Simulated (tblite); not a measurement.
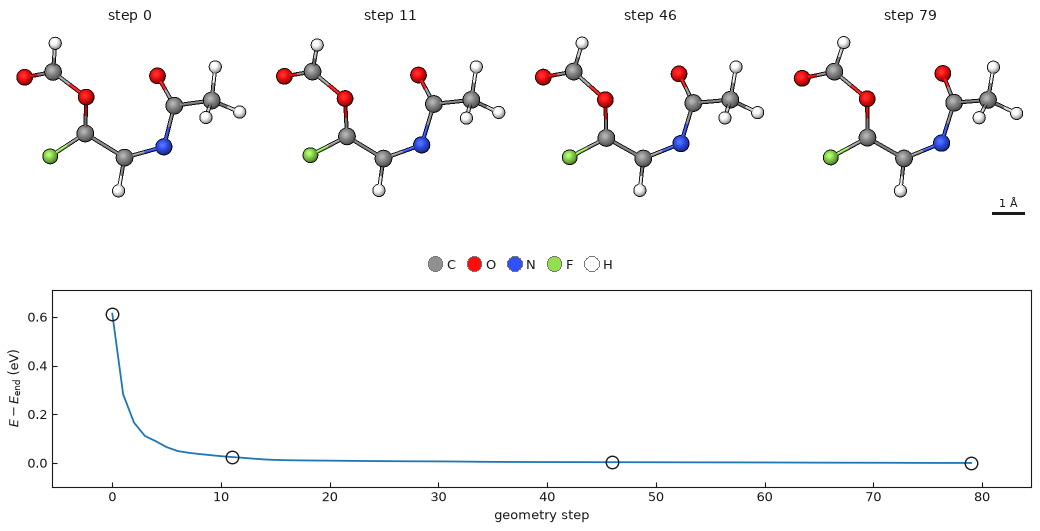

Frames of a relaxation of C$_{5}$H$_{5}$FNO$_{3}$ (multiplicity 2), marked on the history of the run. A ball-and-stick model, seen at a tilt.

Level of theory: GFN2-xTB geometry optimisation, gas phase in tblite 0.8.0. 

**Describe the path.**

An H atom moves most after the best rigid fit: 0.30 Å. By element the largest moves are H 0.30 Å, O 0.30 Å, C 0.18 Å, F 0.18 Å, N 0.15 Å. Among the contacts that change: C–C 1.483 → 1.395 Å, C–O 1.398 → 1.332 Å, C–O 1.226 → 1.185 Å, C–H 1.106 → 1.084 Å. Bond angles that change, for instance: C–O–C 110.6° → 124.2°, C–N–C 119.5° → 129.2°, N–C–C 132.1° → 126.0°. After 79 geometry steps the energy has fallen by 0.614 eV. Cost: 0.34 s on 1 thread of AMD EPYC 9R45 96-Core Processor (shared host). From step 0 to 11: a C atom moves most (0.15 Å), energy −0.589 eV. From step 11 to 46: an H atom moves most (0.21 Å), energy −0.021 eV. From step 46 to 79: an O atom moves most (0.19 Å), energy −0.003 eV.
